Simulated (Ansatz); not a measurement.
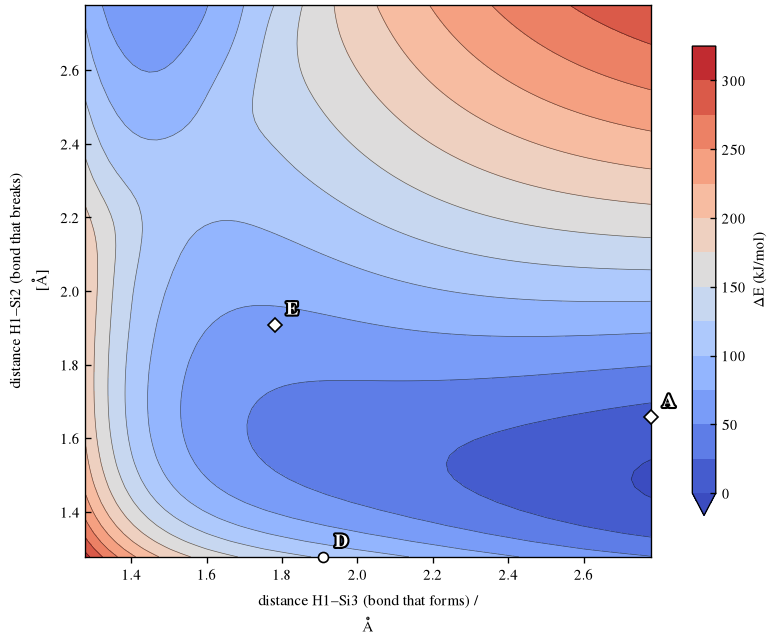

The reacting system FH3Si2 (one molecule; an intramolecular 1,2-shift). 
- First axis: distance H1–Si3 (bond that forms). Second axis: distance H1–Si2 (bond that breaks).
- Relaxed at each point: all other coordinates.
- Grid: 13 × 13 points.
- Points are written as (first, second).
- Energies are in kJ/mol, from the lowest grid point.
- The reference is spin-restricted, so regions where a bond is pulled apart into radicals lie too high.
- The calculation used Ansatz, RHF/def2-SVP.

In the figure: filled contours, lettered points. Between grid points the surface is interpolated.

**Is A the lowest point of the computed grid?**

No. A lies 17 kJ/mol above the lowest grid point, which is at (2.778 Å, 1.543 Å).

**Rank the lettered points by energy, lowest first.**

A (17 kJ/mol), E (69 kJ/mol), D (122 kJ/mol).
